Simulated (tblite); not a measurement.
# C5H13AlO2: geometry relaxation (part 2 of 2)

Continued. System: C5H13AlO2. Method: GFN2-xTB geometry optimisation, gas phase (tblite 0.8.0). 

Geometry of the input (Å):
```
C  -2.0209  0.5515  -0.5656
C  -1.2634  -0.6962  -0.1453
C  -2.0877  -1.5357  0.8049
O  -1.7247  -2.6379  1.1280
C  0.0797  -0.3280  0.5480
O  0.8680  0.5263  -0.2926
C  1.5888  -0.2397  -1.2523
Al 2.1307  1.4644  0.7596
H  -2.2242  1.2077  0.3108
H  -1.4517  1.1252  -1.3137
H  -3.0011  0.2667  -1.0299
H  -1.0735  -1.3188  -1.0384
H  -3.0492  -1.1566  1.1891
H  0.6341  -1.2535  0.8334
H  -0.1962  0.1978  1.4946
H  2.1962  0.4202  -1.8903
H  2.2589  -0.9992  -0.7774
H  0.8913  -0.7669  -1.9396
H  1.3546  2.4247  1.7777
H  3.0191  0.4205  1.5841
H  3.0625  2.3443  -0.1856
```

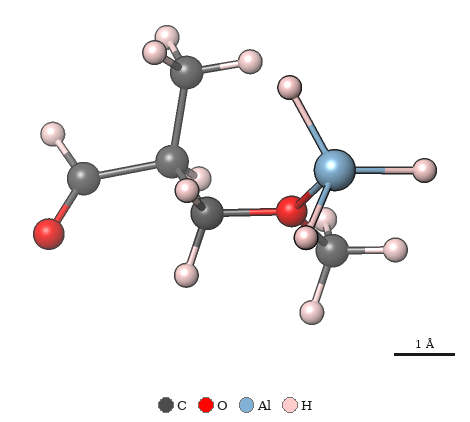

Figure 1. The geometry at step 164 of the log (ball-and-stick view, seen at a tilt).

Trajectory as extended XYZ, continued:
```
21
Properties=species:S:1:pos:R:3:forces:R:3 step=82 energy=-722.40288
C    -1.7741    0.7457   -0.2693    0.0020  -0.0060  -0.0140
C    -1.1779   -0.6458   -0.0886    0.0080   0.0210   0.0100
C    -2.0935   -1.5494    0.7047   -0.0200  -0.1090   0.0180
O    -1.7387   -2.5013    1.3396   -0.0190   0.0810  -0.0100
C     0.1994   -0.5946    0.5893    0.0150   0.0060   0.0050
O     1.1607    0.1517   -0.1300    0.0140  -0.0060   0.0410
C     1.6499   -0.4491   -1.3109   -0.0030  -0.0210   0.0240
Al    1.8649    1.7181    0.6933   -0.0310  -0.0720   0.0300
H    -1.9698    1.1964    0.7023   -0.0200  -0.0110  -0.0720
H    -1.0745    1.3889   -0.8015   -0.0160  -0.0080   0.0230
H    -2.6995    0.6940   -0.8392   -0.0010   0.0240   0.0490
H    -1.0894   -1.1387   -1.0689    0.0500   0.0620   0.0200
H    -3.1623   -1.2733    0.6268    0.0150  -0.0140   0.0060
H     0.5632   -1.6140    0.7718    0.0040   0.0480  -0.0180
H     0.1073   -0.0756    1.5510    0.0240  -0.0130  -0.0500
H     2.4174    0.2290   -1.6859   -0.0200  -0.0530  -0.0080
H     2.0924   -1.4261   -1.0921   -0.0260   0.0430  -0.0230
H     0.8603   -0.5585   -2.0596    0.0320   0.0050   0.0150
H     0.5302    2.3910    1.1885    0.0080  -0.0190   0.0230
H     2.7869    1.0475    1.7881   -0.0470   0.0210  -0.0270
H     2.5383    2.2810   -0.6099    0.0320   0.0230  -0.0400
21
Properties=species:S:1:pos:R:3:forces:R:3 step=123 energy=-722.41454
C    -1.8114    0.7602   -0.2225    0.0030  -0.0050   0.0000
C    -1.1700   -0.6182   -0.0860    0.0080  -0.0050   0.0050
C    -2.0665   -1.5691    0.6734    0.0090  -0.0240   0.0060
O    -1.6937   -2.3993    1.4511   -0.0110   0.0200  -0.0100
C     0.2070   -0.5544    0.5848    0.0060  -0.0050   0.0000
O     1.1726    0.1617   -0.1576    0.0000  -0.0120  -0.0080
C     1.6481   -0.4788   -1.3223   -0.0010   0.0010   0.0000
Al    1.8724    1.7067    0.6827    0.0040   0.0000   0.0020
H    -2.0111    1.1819    0.7593   -0.0090  -0.0090   0.0000
H    -1.1352    1.4351   -0.7437   -0.0020   0.0010  -0.0030
H    -2.7438    0.6982   -0.7786   -0.0030   0.0040   0.0050
H    -1.0652   -1.0632   -1.0858   -0.0060   0.0100   0.0020
H    -3.1388   -1.4477    0.4298    0.0020   0.0080  -0.0030
H     0.5666   -1.5699    0.7893    0.0030   0.0010   0.0050
H     0.1291   -0.0122    1.5331   -0.0080  -0.0050   0.0010
H     2.4658    0.1398   -1.6907   -0.0140  -0.0060   0.0010
H     2.0209   -1.4793   -1.0861    0.0020   0.0120  -0.0080
H     0.8711   -0.5467   -2.0886    0.0130   0.0070   0.0080
H     0.5351    2.3873    1.1598    0.0010   0.0150  -0.0020
H     2.7447    1.0161    1.7986   -0.0010   0.0010   0.0080
H     2.5935    2.2685   -0.6003    0.0040  -0.0090  -0.0100
21
Properties=species:S:1:pos:R:3:forces:R:3 step=143 energy=-722.41573
C    -1.8237    0.7544   -0.2080   -0.0010   0.0000   0.0000
C    -1.1669   -0.6191   -0.0870   -0.0100   0.0000   0.0050
C    -2.0638   -1.5766    0.6637   -0.0050  -0.0050  -0.0070
O    -1.7015   -2.3762    1.4767    0.0120  -0.0020   0.0040
C     0.2079   -0.5508    0.5874   -0.0070  -0.0020  -0.0030
O     1.1764    0.1622   -0.1547    0.0020   0.0020   0.0090
C     1.6442   -0.4742   -1.3246   -0.0020   0.0030   0.0030
Al    1.8901    1.7059    0.6780   -0.0160   0.0080  -0.0120
H    -2.0313    1.1596    0.7792    0.0020   0.0000  -0.0030
H    -1.1564    1.4445   -0.7205    0.0060  -0.0040   0.0040
H    -2.7553    0.6878   -0.7650    0.0010   0.0030   0.0010
H    -1.0607   -1.0521   -1.0916    0.0030   0.0080   0.0080
H    -3.1292   -1.4865    0.3789    0.0010   0.0060  -0.0030
H     0.5667   -1.5657    0.7968    0.0070   0.0050   0.0070
H     0.1259   -0.0050    1.5335    0.0010  -0.0080  -0.0050
H     2.4693    0.1378   -1.6864    0.0000   0.0010  -0.0050
H     2.0048   -1.4809   -1.0984   -0.0020  -0.0020  -0.0030
H     0.8675   -0.5224   -2.0917    0.0000  -0.0070  -0.0060
H     0.5581    2.4217    1.1207    0.0050  -0.0030  -0.0040
H     2.7322    1.0219    1.8212   -0.0040  -0.0010  -0.0030
H     2.6369    2.2306   -0.6087    0.0080  -0.0030   0.0130
21
Properties=species:S:1:pos:R:3:forces:R:3 step=164 energy=-722.41685
C    -1.8234    0.7562   -0.1847   -0.0020   0.0000   0.0030
C    -1.1638   -0.6177   -0.0831    0.0110   0.0150  -0.0010
C    -2.0541   -1.5886    0.6576    0.0200   0.0170  -0.0200
O    -1.6876   -2.3791    1.4775   -0.0090  -0.0120   0.0080
C     0.2134   -0.5480    0.5870   -0.0130  -0.0010  -0.0020
O     1.1809    0.1606   -0.1622   -0.0130  -0.0090   0.0110
C     1.6341   -0.4780   -1.3366   -0.0040   0.0000   0.0010
Al    1.8842    1.7103    0.6696   -0.0010   0.0020   0.0060
H    -2.0420    1.1408    0.8085   -0.0040   0.0050  -0.0050
H    -1.1483    1.4559   -0.6743   -0.0100  -0.0050   0.0020
H    -2.7480    0.7018   -0.7545    0.0010  -0.0040   0.0050
H    -1.0594   -1.0355   -1.0942    0.0040  -0.0010   0.0110
H    -3.1161   -1.5168    0.3560   -0.0060   0.0000   0.0110
H     0.5716   -1.5623    0.8024    0.0100   0.0190  -0.0060
H     0.1340    0.0028    1.5309    0.0090  -0.0050  -0.0110
H     2.4512    0.1355   -1.7127    0.0150   0.0050  -0.0020
H     1.9999   -1.4833   -1.1131    0.0050  -0.0030   0.0030
H     0.8472   -0.5316   -2.0925   -0.0060  -0.0020  -0.0140
H     0.5562    2.4754    1.0307   -0.0040  -0.0090   0.0010
H     2.6465    1.0242    1.8667   -0.0060   0.0010   0.0020
H     2.7146    2.1942   -0.5795    0.0040  -0.0130  -0.0030
21
Properties=species:S:1:pos:R:3:forces:R:3 step=184 energy=-722.41813
C    -1.8371    0.7584   -0.1654    0.0030  -0.0030  -0.0050
C    -1.1597   -0.6076   -0.0790   -0.0030  -0.0040   0.0000
C    -2.0375   -1.5907    0.6594    0.0070  -0.0240   0.0030
O    -1.6596   -2.3948    1.4610   -0.0030   0.0000   0.0010
C     0.2225   -0.5365    0.5786   -0.0130   0.0040   0.0050
O     1.1870    0.1637   -0.1809   -0.0010  -0.0130   0.0020
C     1.6343   -0.4816   -1.3537    0.0070   0.0000  -0.0040
Al    1.8778    1.7062    0.6708   -0.0020  -0.0140   0.0070
H    -2.0589    1.1325    0.8313    0.0040  -0.0020  -0.0080
H    -1.1746    1.4710   -0.6522   -0.0030   0.0010  -0.0030
H    -2.7625    0.6931   -0.7329   -0.0020   0.0080   0.0080
H    -1.0611   -1.0182   -1.0934    0.0090   0.0050   0.0000
H    -3.1039   -1.5158    0.3747   -0.0080   0.0020   0.0080
H     0.5797   -1.5497    0.8011    0.0060   0.0110  -0.0210
H     0.1549    0.0210    1.5191   -0.0100   0.0100   0.0080
H     2.4538    0.1265   -1.7335    0.0080   0.0070  -0.0030
H     1.9983   -1.4869   -1.1265   -0.0060  -0.0050   0.0020
H     0.8467   -0.5363   -2.1096   -0.0020   0.0030   0.0080
H     0.5479    2.5051    0.9416    0.0090   0.0030   0.0040
H     2.5481    1.0182    1.9224   -0.0090   0.0060  -0.0030
H     2.7948    2.1393   -0.5333    0.0100   0.0060  -0.0090
21
Properties=species:S:1:pos:R:3:forces:R:3 step=205 energy=-722.41884
C    -1.8461    0.7556   -0.1623   -0.0010   0.0020   0.0000
C    -1.1634   -0.6075   -0.0809   -0.0020   0.0000   0.0000
C    -2.0297   -1.5989    0.6620   -0.0040   0.0020  -0.0040
O    -1.6362   -2.4229    1.4352    0.0020  -0.0050   0.0010
C     0.2202   -0.5303    0.5727   -0.0010   0.0000   0.0050
O     1.1853    0.1695   -0.1862    0.0020  -0.0020   0.0050
C     1.6348   -0.4781   -1.3570   -0.0010   0.0020  -0.0010
Al    1.8823    1.7056    0.6712    0.0010   0.0020  -0.0030
H    -2.0507    1.1332    0.8365    0.0010   0.0020   0.0020
H    -1.1946    1.4683   -0.6636    0.0000   0.0000  -0.0040
H    -2.7819    0.6871   -0.7117    0.0000  -0.0010  -0.0020
H    -1.0652   -1.0165   -1.0960    0.0030   0.0010  -0.0010
H    -3.1037   -1.5077    0.4123   -0.0010  -0.0020   0.0000
H     0.5810   -1.5424    0.7926    0.0000  -0.0010   0.0040
H     0.1504    0.0280    1.5128    0.0030   0.0020   0.0050
H     2.4604    0.1251   -1.7320    0.0030  -0.0030  -0.0020
H     1.9894   -1.4865   -1.1276   -0.0010   0.0020  -0.0040
H     0.8499   -0.5266   -2.1158   -0.0030   0.0000  -0.0020
H     0.5631    2.5352    0.8953    0.0000  -0.0020  -0.0010
H     2.4983    1.0180    1.9495    0.0000   0.0000   0.0020
H     2.8473    2.1087   -0.5076   -0.0010   0.0010   0.0000
21
Properties=species:S:1:pos:R:3:forces:R:3 step=226 energy=-722.41901
C    -1.8460    0.7557   -0.1632    0.0000  -0.0010   0.0000
C    -1.1615   -0.6060   -0.0786    0.0010   0.0000   0.0000
C    -2.0267   -1.6029    0.6583    0.0010  -0.0030  -0.0010
O    -1.6303   -2.4385    1.4177    0.0000   0.0010  -0.0010
C     0.2208   -0.5275    0.5781    0.0000  -0.0010   0.0000
O     1.1883    0.1683   -0.1818    0.0000  -0.0020   0.0000
C     1.6298   -0.4778   -1.3565   -0.0010   0.0000   0.0000
Al    1.8844    1.7062    0.6714    0.0010   0.0010   0.0000
H    -2.0415    1.1408    0.8346    0.0000   0.0000  -0.0010
H    -1.2006    1.4653   -0.6766    0.0000   0.0000   0.0020
H    -2.7868    0.6817   -0.7035    0.0000   0.0010   0.0000
H    -1.0590   -1.0146   -1.0937    0.0010   0.0010   0.0010
H    -3.1017   -1.5067    0.4158   -0.0030   0.0010   0.0010
H     0.5796   -1.5394    0.8026    0.0020   0.0000   0.0000
H     0.1508    0.0346    1.5161    0.0000   0.0010  -0.0010
H     2.4608    0.1191   -1.7300    0.0000  -0.0010  -0.0010
H     1.9749   -1.4908   -1.1336   -0.0010   0.0010   0.0020
H     0.8432   -0.5147   -2.1143    0.0010   0.0010  -0.0020
H     0.5654    2.5386    0.8861   -0.0010   0.0000   0.0000
H     2.4924    1.0221    1.9557    0.0010   0.0010  -0.0010
H     2.8546    2.1034   -0.5050    0.0000   0.0000   0.0010
```

Results in brief:

- outcome: converged
- total energy: −722.4190 eV
- wall time: 1.6 s
- peak memory: 0.21 GiB
